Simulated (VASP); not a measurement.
Band structure of Er (space group P6_3/mmc). Method: PBE GGA, VASP's PBE PAW potentials (set 64) (plane waves; VASP).

The run has a spin-polarised start.

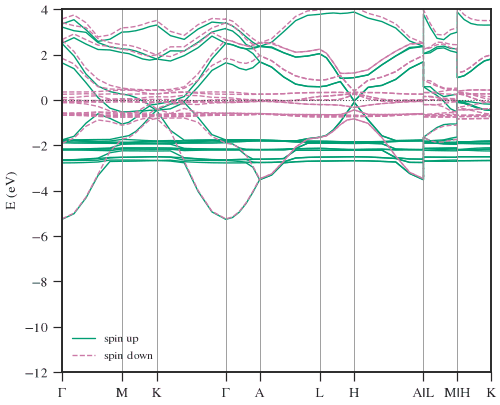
*Bands along high-symmetry lines, zero at the valence-band maximum or, without a gap, the Fermi level*

Question: Read the plot: is there a gap, and where are the band edges?

Answer: It has no gap at this level: it comes out as a metal or semimetal.

The structure comes from a computed database's Er entry; how it stands against other phases isn't given here. The cell was not relaxed at this level.
